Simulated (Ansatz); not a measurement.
The reference is TiO₂ in the rutile structure (space group P4_2/mnm, No. 136; a = 4.644 Å, c = 2.964 Å). Axes: x, y, z lie along a, b, c of the conventional cell.

Structures relaxed with Ansatz (a program for electronic structure) PBE, scalar-relativistic without spin-orbit coupling, earlier PAW set.

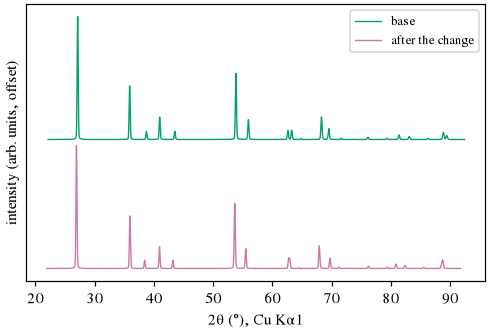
Simulated powder patterns before (top) and after one change

Problem. What was done to the base?
A) biaxial strain −1.19 %, plane normal [001], relaxed out of plane
B) isotropic strain +5.44 %
C) biaxial strain +0.74 %, plane normal [001], relaxed out of plane

Solution. C, biaxial strain +0.74 %, plane normal [001], relaxed out of plane. Its volume per atom is 10.76 Å³ against 10.65 Å³, and its space group is P4_2/mnm (No. 136).

No phonon test of stability was made. The final runs are not spin-polarised.
